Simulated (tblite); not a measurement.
**Geometry relaxation, with input and output: C$_{3}$H$_{10}$O$_{3}$Si$_{3}$ (part 1 of 2)**

C$_{3}$H$_{10}$O$_{3}$Si$_{3}$, computed with GFN2-xTB geometry optimisation, gas phase (tblite 0.8.0).

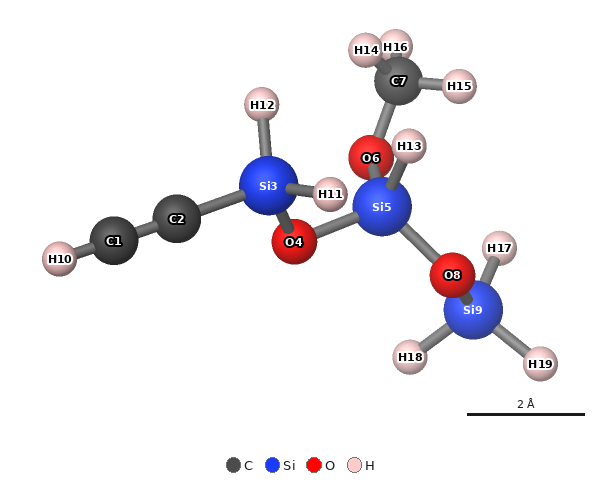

*The input geometry (ball-and-stick view, seen at a tilt; atoms are numbered from 1 in the order of the input).*

## Results in brief

| quantity | value |
| --- | --- |
| outcome | converged |
| total energy | −792.0276 eV |
| hardware | 1 CPU thread, shared host |
| wall time | 2.9 s |
| peak memory | 0.24 GiB |

## Input file
```
{"job": {"kind": "relax", "xc": "GFN2-xTB", "basis": "xTB"}, "charge": 0, "multiplicity": 1}
C      4.980600    -0.640900     0.145600
C      3.850100    -0.357300    -0.222600
Si     2.188100     0.078000    -0.753600
O      1.051200    -0.654900     0.277200
Si    -0.521400    -0.186500    -0.264600
O     -1.255900     0.950900     0.788900
C     -1.547600     2.115300     0.063200
O     -1.502400    -1.507400    -0.631600
Si    -2.703300    -1.825900     0.522700
H      5.947700    -0.871700     0.478600
H      1.942600    -0.434400    -2.110300
H      1.987200     1.538000    -0.657000
H     -0.329000     0.551700    -1.543900
H     -0.608600     2.549300    -0.391600
H     -2.140600     1.782100    -0.829300
H     -2.056800     2.879900     0.667900
H     -3.621800    -0.689300     0.725100
H     -2.143700    -2.334200     1.771000
H     -3.526200    -2.933500    -0.028100
```

The first line tells a small driver script what to run in tblite; the rest is the geometry in Å.

Command:
```bash
OMP_NUM_THREADS=1 python <driver script> task.json out
```

## The program's output
```
step      E/eV     max force
  0    -790.19080    3.286
  1    -790.34482    8.284
  2    -790.76385    1.235
  3    -790.86207    0.723
  4    -790.95562    0.773
  5    -791.00707    0.916
  6    -791.11887    0.903
  7    -791.18603    0.594
  8    -791.23809    0.563
  9    -791.29281    0.597
 10    -791.35260    0.615
 11    -791.40491    0.597
 12    -791.45878    0.534
 13    -791.51117    0.400
 14    -791.55351    0.382
 15    -791.58282    0.300
 16    -791.59853    0.320
 17    -791.61079    0.350
 18    -791.62418    0.288
 19    -791.63710    0.274
 20    -791.64981    0.317
 21    -791.66281    0.434
 22    -791.67724    0.354
 23    -791.69259    0.301
 24    -791.70078    0.177
 25    -791.70452    0.142
 26    -791.70779    0.146
 27    -791.71155    0.164
 28    -791.71548    0.125
 29    -791.71861    0.126
 30    -791.72117    0.141
 31    -791.72422    0.152
 32    -791.72834    0.199
 33    -791.73333    0.189
 34    -791.73886    0.189
 35    -791.74474    0.202
 36    -791.75035    0.205
 37    -791.75517    0.169
 38    -791.75920    0.134
 39    -791.76251    0.188
 40    -791.76635    0.195
 41    -791.77103    0.157
 42    -791.77627    0.159
 43    -791.77899    0.138
 44    -791.78119    0.105
 45    -791.78298    0.129
 46    -791.78535    0.144
 47    -791.78806    0.129
 48    -791.78968    0.080
 49    -791.79106    0.087
 50    -791.79244    0.089
 51    -791.79415    0.108
 52    -791.79616    0.116
 53    -791.79765    0.068
 54    -791.79850    0.085
 55    -791.79936    0.084
 56    -791.80067    0.111
 57    -791.80208    0.108
 58    -791.80317    0.085
 59    -791.80401    0.070
 60    -791.80498    0.090
 61    -791.80642    0.101
 62    -791.80818    0.100
 63    -791.80957    0.099
 64    -791.81072    0.097
 65    -791.81232    0.114
 66    -791.81457    0.146
 67    -791.81791    0.183
 68    -791.82010    0.289
 69    -791.82477    0.186
 70    -791.82842    0.144
 71    -791.83229    0.234
 72    -791.83625    0.189
 73    -791.83973    0.199
 74    -791.84705    0.185
 75    -791.85316    0.147
 76    -791.85878    0.189
 77    -791.86160    0.269
 78    -791.86447    0.241
 79    -791.87070    0.194
 80    -791.87232    0.250
 81    -791.87604    0.150
 82    -791.87972    0.128
 83    -791.88159    0.135
 84    -791.88264    0.091
 85    -791.88334    0.069
 86    -791.88440    0.064
 87    -791.88575    0.081
 88    -791.88689    0.107
 89    -791.88760    0.083
 90    -791.88812    0.060
 91    -791.88864    0.075
 92    -791.88937    0.054
 93    -791.89034    0.066
 94    -791.89121    0.079
 95    -791.89206    0.097
 96    -791.89319    0.131
 97    -791.89484    0.160
 98    -791.89696    0.146
 99    -791.89881    0.087
100    -791.89983    0.085
101    -791.90040    0.104
102    -791.90091    0.079
103    -791.90165    0.057
104    -791.90228    0.089
105    -791.90313    0.083
106    -791.90404    0.114
107    -791.90503    0.139
108    -791.90597    0.106
109    -791.90676    0.091
110    -791.90771    0.098
111    -791.90892    0.086
112    -791.91050    0.112
113    -791.91215    0.116
114    -791.91419    0.103
115    -791.91621    0.162
116    -791.91846    0.102
117    -791.91941    0.314
118    -791.92195    0.086
119    -791.92366    0.076
120    -791.92543    0.158
121    -791.92638    0.297
122    -791.92814    0.165
123    -791.92955    0.126
124    -791.93095    0.135
125    -791.93138    0.147
126    -791.93251    0.086
127    -791.93328    0.097
128    -791.93405    0.071
129    -791.93541    0.068
130    -791.93654    0.082
131    -791.93770    0.067
132    -791.93887    0.070
133    -791.94040    0.131
134    -791.94247    0.163
135    -791.94122    0.337
136    -791.94629    0.277
137    -791.94833    0.182
138    -791.95171    0.173
139    -791.95439    0.133
140    -791.95918    0.184
141    -791.96409    0.267
142    -791.96076    0.563
143    -791.96729    0.314
144    -791.97379    0.175
145    -791.97592    0.284
146    -791.97743    0.301
147    -791.98105    0.101
148    -791.98354    0.220
149    -791.98662    0.185
150    -791.98963    0.212
151    -791.99127    0.209
152    -791.99336    0.189
153    -791.99527    0.122
154    -791.99623    0.081
155    -791.99686    0.055
156    -791.99722    0.051
157    -791.99764    0.059
158    -791.99822    0.056
159    -791.99902    0.066
160    -791.99995    0.068
161    -792.00086    0.084
162    -792.00170    0.099
163    -792.00245    0.081
164    -792.00300    0.059
165    -792.00330    0.039
166    -792.00351    0.030
167    -792.00380    0.036
168    -792.00417    0.045
169    -792.00448    0.040
170    -792.00469    0.042
171    -792.00489    0.043
172    -792.00513    0.043
173    -792.00543    0.047
174    -792.00574    0.042
175    -792.00607    0.041
176    -792.00648    0.043
177    -792.00696    0.046
178    -792.00741    0.052
179    -792.00773    0.052
180    -792.00799    0.050
181    -792.00826    0.045
182    -792.00871    0.047
183    -792.00921    0.054
184    -792.00976    0.052
185    -792.01023    0.052
186    -792.01061    0.042
187    -792.01086    0.035
188    -792.01105    0.036
189    -792.01124    0.030
190    -792.01160    0.030
191    -792.01192    0.033
192    -792.01239    0.057
193    -792.01284    0.067
194    -792.01329    0.060
195    -792.01368    0.039
196    -792.01403    0.036
197    -792.01427    0.054
198    -792.01450    0.053
199    -792.01477    0.048
200    -792.01523    0.041
201    -792.01573    0.045
202    -792.01645    0.059
203    -792.01703    0.065
204    -792.01733    0.114
205    -792.01802    0.062
206    -792.01841    0.040
207    -792.01872    0.038
208    -792.01919    0.045
209    -792.01930    0.043
210    -792.01949    0.033
211    -792.01963    0.031
212    -792.01977    0.036
213    -792.01996    0.046
214    -792.02025    0.052
215    -792.02072    0.052
216    -792.02132    0.044
217    -792.02187    0.042
218    -792.02219    0.047
219    -792.02238    0.053
220    -792.02256    0.028
221    -792.02270    0.019
222    -792.02278    0.018
223    -792.02286    0.028
224    -792.02293    0.030
225    -792.02302    0.029
226    -792.02311    0.020
227    -792.02320    0.026
228    -792.02329    0.025
229    -792.02341    0.026
230    -792.02360    0.037
231    -792.02386    0.035
232    -792.02410    0.033
233    -792.02428    0.025
234    -792.02442    0.019
235    -792.02453    0.024
236    -792.02463    0.020
237    -792.02472    0.038
238    -792.02483    0.037
239    -792.02498    0.053
240    -792.02521    0.036
241    -792.02545    0.038
242    -792.02567    0.037
243    -792.02587    0.033
244    -792.02606    0.035
245    -792.02625    0.029
246    -792.02642    0.030
247    -792.02656    0.037
248    -792.02669    0.029
249    -792.02682    0.022
250    -792.02691    0.029
251    -792.02705    0.025
252    -792.02717    0.026
253    -792.02727    0.020
254    -792.02735    0.021
255    -792.02741    0.016
256    -792.02746    0.021
257    -792.02753    0.016
258    -792.02759    0.014
259    -792.02763    0.013
260    -792.02765    0.009
```

## Trajectory as extended XYZ (Å, eV, eV/Å), 12 of the 261 frames kept, from step=0 to step=260
```
19
Properties=species:S:1:pos:R:3:forces:R:3 step=0 energy=-790.19080
C     4.9806   -0.6409    0.1456   -2.0220   0.5310  -0.6130
C     3.8501   -0.3573   -0.2226    2.9400  -0.8750   1.1780
Si    2.1881    0.0780   -0.7536   -1.4520  -0.1850   0.3010
O     1.0512   -0.6549    0.2772   -1.6000   1.4340  -1.7790
Si   -0.5214   -0.1865   -0.2646    0.5600  -0.7750   0.7180
O    -1.2559    0.9509    0.7889    1.1760  -1.2760  -1.2510
C    -1.5476    2.1153    0.0632    0.2090   0.2990  -1.3250
O    -1.5024   -1.5074   -0.6316    0.1280   1.5570   1.9500
Si   -2.7033   -1.8259    0.5227   -0.1770  -0.5750  -0.6690
H     5.9477   -0.8717    0.4786    0.1280  -0.0420  -0.0080
H     1.9426   -0.4344   -2.1103    0.1310   0.0800   0.1190
H     1.9872    1.5380   -0.6570    0.1510  -0.1650  -0.0360
H    -0.3290    0.5517   -1.5439   -0.3660  -0.6400   0.3750
H    -0.6086    2.5493   -0.3916   -0.7820  -0.0850   0.6840
H    -2.1406    1.7821   -0.8293   -0.0840   0.8500   0.7660
H    -2.0568    2.8799    0.6679    0.1410  -0.5740  -0.1100
H    -3.6218   -0.6893    0.7251    0.3500  -0.0940  -0.0910
H    -2.1437   -2.3342    1.7710    0.1680   0.2030  -0.0300
H    -3.5262   -2.9335   -0.0281    0.4030   0.3310  -0.1800
19
Properties=species:S:1:pos:R:3:forces:R:3 step=24 energy=-791.70078
C     5.0026   -0.7290    0.2865    0.0270  -0.0350   0.0630
C     3.8656   -0.4847   -0.0195   -0.0320   0.0090  -0.0700
Si    2.3401    0.1272   -0.8681    0.0840   0.0060  -0.0100
O     0.9781   -0.5010   -0.2436    0.0060   0.0380  -0.0770
Si   -0.5841   -0.2098   -0.5381   -0.0020   0.0340   0.1430
O    -0.9889    1.0977    0.3062   -0.0160  -0.0110   0.1050
C    -1.5945    2.3304    0.0679    0.0050   0.0080  -0.0680
O    -1.3828   -1.4843    0.0318   -0.0280  -0.0590   0.0260
Si   -2.7772   -1.9811    0.6878   -0.0130  -0.0170  -0.0420
H     5.9800   -0.9675    0.5984   -0.0540  -0.0370   0.0590
H     2.4149   -0.3205   -2.2630   -0.0210   0.0790  -0.0220
H     2.3191    1.5867   -0.7077   -0.0390  -0.0100  -0.0600
H    -0.8422   -0.1138   -1.9617   -0.0290   0.0090  -0.0780
H    -0.8443    3.0420   -0.2903   -0.0450   0.0530   0.0530
H    -2.3881    2.2582   -0.6808    0.0180  -0.0710   0.0190
H    -2.0277    2.6893    1.0078    0.0990  -0.0350  -0.0950
H    -3.6815   -0.8454    0.8165   -0.1260   0.1200  -0.0310
H    -2.4694   -2.5069    2.0062    0.0960  -0.0970   0.1090
H    -3.3295   -2.9781   -0.2286    0.0670   0.0160  -0.0220
19
Properties=species:S:1:pos:R:3:forces:R:3 step=47 energy=-791.78806
C     4.8054   -0.8461    0.4268   -0.1020   0.0100  -0.0320
C     3.8045   -0.4738   -0.1280    0.1090  -0.0360   0.0580
Si    2.3753    0.2352   -1.0632   -0.0220  -0.0170  -0.0270
O     1.0156   -0.4546   -0.4943   -0.0030  -0.0130   0.0080
Si   -0.5722   -0.1847   -0.4855    0.0270  -0.0020   0.0350
O    -0.8218    1.1671    0.3563   -0.0300   0.0180  -0.0420
C    -1.5570    2.3163    0.0609    0.0170   0.0340  -0.0220
O    -1.2676   -1.4264    0.2722   -0.0160   0.0630  -0.0350
Si   -2.7089   -2.0060    0.7402    0.0690   0.0220   0.0770
H     5.6650   -1.1918    0.9271   -0.0220  -0.0140   0.0020
H     2.4705   -0.1070   -2.4888   -0.0150   0.0140   0.0550
H     2.3508    1.6862   -0.8393   -0.0350  -0.0230  -0.0190
H    -1.0703   -0.1154   -1.8484   -0.0250  -0.0010  -0.0650
H    -0.8895    3.0807   -0.3473   -0.0050   0.0250   0.0240
H    -2.3447    2.1207   -0.6707    0.0000  -0.0270   0.0600
H    -2.0021    2.6841    0.9870   -0.0160   0.0110  -0.0160
H    -3.7119   -0.9356    0.8445    0.0760  -0.0230  -0.0330
H    -2.4350   -2.5838    2.0541   -0.0180  -0.0340  -0.0700
H    -3.1158   -2.9560   -0.2960    0.0130  -0.0070   0.0440
19
Properties=species:S:1:pos:R:3:forces:R:3 step=71 energy=-791.83229
C     4.5396   -1.0415    0.5842   -0.0190  -0.0170   0.0140
C     3.7035   -0.5191   -0.1042    0.0060  -0.0200   0.0230
Si    2.3959    0.2541   -1.1615   -0.0150   0.0080   0.0310
O     1.0033   -0.4441   -0.6868   -0.0480   0.1020  -0.0200
Si   -0.5556   -0.0727   -0.5860   -0.1120   0.0140  -0.0980
O    -0.5979    1.4409   -0.0170   -0.2170   0.0650  -0.0570
C    -1.6022    2.4218    0.0530    0.1310  -0.0490   0.0550
O    -1.1906   -1.1949    0.3867   -0.0550   0.1150   0.0170
Si   -2.5043   -2.0446    0.7995    0.0080   0.0430  -0.0460
H     5.2582   -1.5087    1.1955    0.0210   0.0240  -0.0140
H     2.5912   -0.1019   -2.5699   -0.0130   0.0010  -0.0030
H     2.3086    1.6985   -0.9401    0.0850  -0.0090  -0.0190
H    -1.2058   -0.1975   -1.8878    0.0770   0.0600   0.0470
H    -1.1937    3.3681   -0.3210    0.0410  -0.1320   0.0710
H    -2.4809    2.1747   -0.5438    0.0310  -0.1610  -0.0240
H    -1.9138    2.5573    1.0938    0.0520  -0.0500  -0.0580
H    -3.6240   -1.1055    0.9339   -0.0060  -0.0120   0.0570
H    -2.1249   -2.6847    2.0536   -0.0110   0.0170  -0.0110
H    -2.8163   -2.9911   -0.2745    0.0430   0.0020   0.0370
19
Properties=species:S:1:pos:R:3:forces:R:3 step=95 energy=-791.89206
C     4.4420   -1.1821    0.6850   -0.0720  -0.0100  -0.0110
C     3.6193   -0.6557   -0.0176    0.0760  -0.0490   0.0360
Si    2.4322    0.1935   -1.1575    0.0070   0.0370   0.0060
O     0.9496   -0.3431   -0.7557   -0.0090   0.0230  -0.0120
Si   -0.5981    0.0850   -0.7735    0.0150   0.0090  -0.0190
O    -0.6184    1.6523   -0.3789    0.0060  -0.0590   0.0550
C    -1.7045    2.4092    0.0682   -0.0230   0.0120   0.0040
O    -1.3968   -0.8155    0.2995    0.0230   0.0140  -0.0060
Si   -2.3856   -1.9800    0.8321    0.0460   0.0080  -0.0200
H     5.1377   -1.6617    1.3141   -0.0100   0.0260  -0.0150
H     2.6582   -0.2218   -2.5436    0.0030  -0.0260  -0.0250
H     2.5267    1.6432   -0.9814    0.0060  -0.0040   0.0070
H    -1.1594   -0.1501   -2.0947   -0.0130  -0.0020   0.0030
H    -1.4970    3.4585   -0.1435   -0.0010   0.0190  -0.0600
H    -2.6278    2.1064   -0.4284   -0.0140   0.0430   0.0010
H    -1.8299    2.2882    1.1453   -0.0250  -0.0570   0.0390
H    -3.6440   -1.3076    1.1627   -0.0200   0.0110  -0.0050
H    -1.7387   -2.5472    2.0116    0.0130   0.0050  -0.0040
H    -2.5752   -2.9622   -0.2359   -0.0080  -0.0010   0.0250
```
